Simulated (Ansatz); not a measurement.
Run report: C2H8AlCl, geometry relaxation (part 2 of 2)

Continued. System: C2H8AlCl. Method: RKS PBE-D4/def2-SVP (Ansatz 0.2.0). The input holds or restrains some coordinates. It belongs to a series of runs on one base structure; here: pulled along the bonds that form and break, towards end A.

Geometry of the input (Å):
```
Al -0.7284  0.4127  0.2653
C  1.3841  -0.1945  0.9024
C  -0.9990  0.1668  -1.6709
Cl -1.3994  1.8267  1.5374
H  0.1528  -0.8301  1.1201
H  -0.6995  -1.3069  1.2893
H  1.7193  0.7758  0.4858
H  1.7619  -0.1911  1.9276
H  1.9461  -0.9467  0.3477
H  -1.7694  0.8140  -2.1002
H  -1.2898  -0.8673  -1.8699
H  -0.0787  0.3406  -2.2347
```

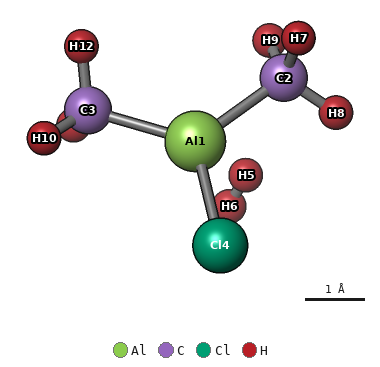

**Figure 1.** The geometry at step 6 of the log (ball-and-stick view, seen at a tilt; atoms are numbered from 1 in the order of the input).

## Trajectory as extended XYZ, continued
```
12
Properties=species:S:1:pos:R:3:forces:R:3 step=3 energy=-21304.63008
Al   -0.5345    0.5785    0.1687    2.1408  -1.6370   0.4672
C     1.4690   -0.0460    0.8238   -2.3465  -3.3971   1.5060
C    -0.9998    0.1692   -1.6705   -0.0957   0.2236   0.0599
Cl   -1.4116    1.8447    1.5515   -0.5533   0.6344   0.4298
H    -0.1637   -1.0378    1.2018    1.4073   0.7442  -0.2625
H    -0.6765   -1.5129    1.4155   -2.1860  -1.6129   0.6222
H     1.7638    0.8405    0.4594    2.6851   3.9046  -1.5291
H     1.7502   -0.1819    1.9194   -0.6674   0.5703  -0.7642
H     1.9420   -0.9409    0.3380   -0.3500   0.6044  -0.3541
H    -1.7752    0.8182   -2.1011   -0.2450   0.1958  -0.0902
H    -1.2918   -0.8740   -1.8678   -0.0552  -0.2786   0.1465
H    -0.0719    0.3424   -2.2388    0.2660   0.0482  -0.2314
12
Properties=species:S:1:pos:R:3:forces:R:3 step=4 energy=-21305.05870
Al   -0.3907    0.6408    0.1421    0.6809  -1.3592   0.6654
C     1.4776    0.0121    0.7858   -1.6143  -2.3255   1.2013
C    -0.9971    0.1767   -1.6665    0.1633   0.2769   0.0697
Cl   -1.4174    1.8497    1.5483   -0.1175   0.2357  -0.0755
H    -0.2960   -1.1674    1.2619    2.4567   2.2988  -1.0617
H    -0.7299   -1.6453    1.4894   -2.8532  -2.8565   1.2936
H     1.8367    0.9249    0.4272    2.1906   1.9649  -0.7072
H     1.7272   -0.1638    1.8910   -0.6285   0.7996  -0.9248
H     1.9279   -0.9181    0.3293   -0.3154   0.8764  -0.4399
H    -1.7787    0.8230   -2.1018   -0.1064   0.1387   0.0210
H    -1.2907   -0.8751   -1.8595    0.0444  -0.0457   0.2931
H    -0.0688    0.3426   -2.2472    0.0994  -0.0041  -0.3349
12
Properties=species:S:1:pos:R:3:forces:R:3 step=5 energy=-21305.64375
Al   -0.3382    0.6084    0.1565   -0.0531  -0.3214   0.1468
C     1.4669    0.0744    0.7426   -0.0993  -0.4582   0.5067
C    -0.9678    0.1998   -1.6621    0.1295   0.0559  -0.0152
Cl   -1.4128    1.8711    1.5089   -0.0030  -0.0080  -0.1450
H    -0.3591   -1.3256    1.3445    2.6756   2.3827  -1.0801
H    -0.8215   -1.7813    1.5544   -2.8460  -2.6375   1.1700
H     2.0248    0.9749    0.4222    0.5881  -0.0399   0.0131
H     1.6406   -0.0921    1.8454   -0.2633   0.4514  -0.5229
H     1.8828   -0.8527    0.2707   -0.1124   0.4904  -0.2430
H    -1.7739    0.8390   -2.0744    0.0018   0.0409   0.1138
H    -1.2765   -0.8598   -1.8092    0.0499   0.0667   0.1483
H    -0.0654    0.3439   -2.2996   -0.0679  -0.0230  -0.0924
12
Properties=species:S:1:pos:R:3:forces:R:3 step=6 energy=-21305.87446
Al   -0.2883    0.6729    0.1338    0.0948  -0.2471   0.0292
C     1.4892    0.1046    0.7585   -0.0342   0.4671  -0.2403
C    -0.9487    0.2111   -1.6509   -0.0298   0.0708   0.0222
Cl   -1.4751    1.8405    1.4686   -0.0058   0.0444  -0.0488
H    -0.2709   -1.3984    1.3143    1.7691   0.9307  -0.2710
H    -0.8763   -1.7654    1.4240   -1.9282  -1.0954   0.2986
H     2.1983    0.9256    0.5084    0.0889  -0.0319   0.0598
H     1.5320   -0.0416    1.8512    0.0668  -0.0363   0.1459
H     1.8568   -0.8014    0.2402   -0.0013  -0.0910  -0.0071
H    -1.7772    0.8473   -2.0207   -0.0008   0.0038   0.0212
H    -1.3160   -0.8377   -1.6338   -0.0197  -0.0230  -0.0062
H    -0.1237    0.2426   -2.3937    0.0001   0.0079  -0.0034
12
Properties=species:S:1:pos:R:3:forces:R:3 step=7 energy=-21305.86295
Al   -0.3220    0.5988    0.1295    0.1877   0.2434   0.0797
C     1.4727    0.1039    0.7631    0.0542   0.1792  -0.1559
C    -0.9608    0.2326   -1.6824   -0.0149  -0.1233   0.0959
Cl   -1.4681    1.8622    1.4201   -0.0323  -0.0613  -0.0384
H    -0.2317   -1.4316    1.3923    1.9223   1.0664  -0.3316
H    -0.8297   -1.8000    1.5104   -2.0936  -1.2171   0.3529
H     2.1878    0.9146    0.4969   -0.0144   0.0062  -0.0051
H     1.5442   -0.0326    1.8594   -0.0157  -0.0088   0.0419
H     1.8392   -0.8139    0.2608    0.0449  -0.0650   0.0109
H    -1.7810    0.8884   -2.0346    0.0053   0.0133   0.0550
H    -1.3308   -0.8151   -1.7105   -0.0368  -0.0307  -0.1000
H    -0.1197    0.2927   -2.4050   -0.0065  -0.0022  -0.0053
12
Properties=species:S:1:pos:R:3:forces:R:3 step=8 energy=-21305.86518
Al   -0.2928    0.6307    0.1171    0.1287   0.0365   0.1222
C     1.4799    0.1055    0.7871    0.1192   0.2541  -0.1553
C    -0.9662    0.2281   -1.6721   -0.0198  -0.0538   0.0461
Cl   -1.4928    1.8869    1.3630    0.0141  -0.0284   0.0006
H    -0.1984   -1.4807    1.3554    2.1965   1.0269  -0.2437
H    -0.8254   -1.7984    1.4348   -2.3860  -1.1643   0.2680
H     2.2301    0.8657    0.4733   -0.0022   0.0235   0.0077
H     1.5443    0.0381    1.8906   -0.0368  -0.0104   0.0351
H     1.8197   -0.8543    0.3482    0.0029  -0.0652  -0.0026
H    -1.8152    0.8825   -1.9575    0.0401  -0.0391  -0.0223
H    -1.3206   -0.8253   -1.7063   -0.0208   0.0108  -0.0498
H    -0.1627    0.3211   -2.4336   -0.0361   0.0094  -0.0059
12
Properties=species:S:1:pos:R:3:forces:R:3 step=9 energy=-21305.87267
Al   -0.2798    0.6565    0.1178    0.0787  -0.0868   0.0753
C     1.4849    0.1129    0.7917    0.1299   0.3061  -0.1629
C    -0.9675    0.2201   -1.6614   -0.0095  -0.0011   0.0284
Cl   -1.4852    1.8942    1.3742    0.0126   0.0002  -0.0024
H    -0.1971   -1.4911    1.3081    2.1493   0.9344  -0.2773
H    -0.8319   -1.7929    1.4000   -2.3371  -1.0701   0.3038
H     2.2457    0.8659    0.4830   -0.0081  -0.0109   0.0248
H     1.5320    0.0493    1.8960   -0.0137  -0.0121   0.0465
H     1.8155   -0.8532    0.3598    0.0038  -0.0508  -0.0075
H    -1.8167    0.8702   -1.9546    0.0239  -0.0235  -0.0173
H    -1.3269   -0.8320   -1.6808   -0.0061   0.0078  -0.0135
H    -0.1731    0.2999   -2.4339   -0.0237   0.0067   0.0021
```

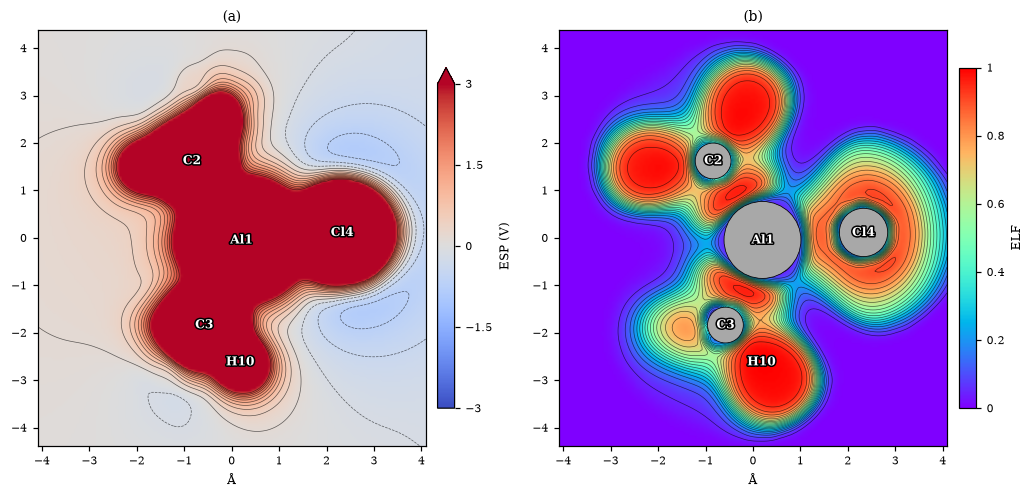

**Figure 2.** (a) electrostatic potential; (b) electron localisation function on the plane of atoms C3, Al1 and Cl4. Grey discs, where drawn, cover atomic cores. Atoms in the plane: Al, C, Cl and H. C–Al (1.96 Å): the ELF peaks at about 0.95 between the atoms (a polar covalent bond). Al–Cl (2.14 Å): the ELF peaks at about 0.85 in the valence shell of Cl, 0.9 Å from its nucleus, and is about 0.80 at the midpoint.

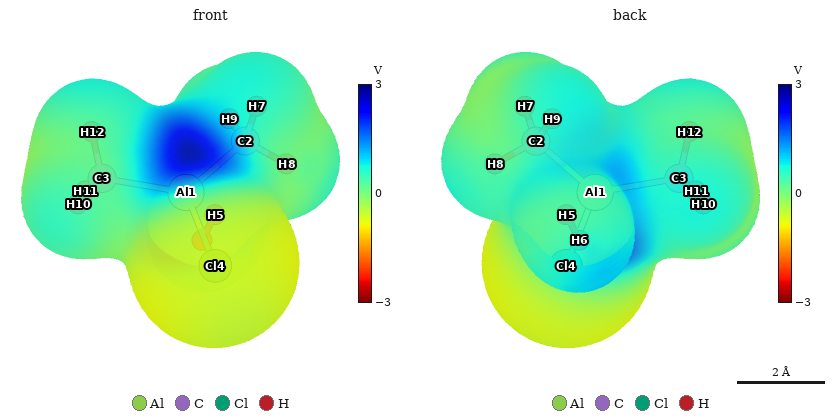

**Figure 3.** The molecular electrostatic potential painted on the density surface at 0.002 e/bohr³, seen at a tilt and from behind; the colour scale runs from red (negative) to blue (positive).

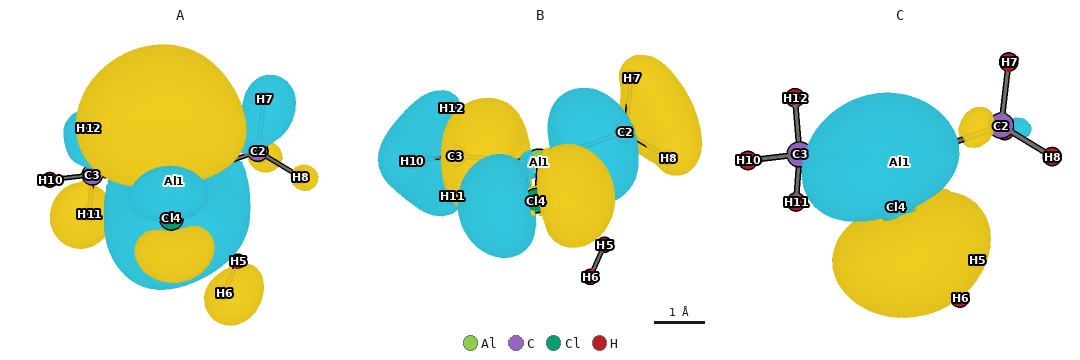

**Figure 4.** Three frontier orbitals at ±0.08 Å⁻³ᐟ² (yellow and cyan are the two phases). C is the HOMO−1 (−7.42 eV). B is the HOMO (−6.48 eV). It lies mainly on Cl4 (25 %), C3 (25 %), C2 (25 %) and Al1 (15 %). A is the LUMO (−1.08 eV). By Hirshfeld shares it lies mainly on Al1 (60 %) and Cl4 (10 %). The HOMO–LUMO gap is 5.40 eV between the orbital energies.

## Key numbers

| quantity | value |
| --- | --- |
| outcome | converged under the restraints of the input |
| total energy | −21305.8727 eV |
| mean-field energy | −21305.6551 eV |
| largest force (length of the vector) at the end, held atoms and coordinates included | 2.588 eV/Å |
| hardware | 2 threads of Arm Neoverse V2, 24 GiB of memory available, shared host |
| wall time | 16 s (CPU time 31 s) |
| peak memory | 0.14 GiB |
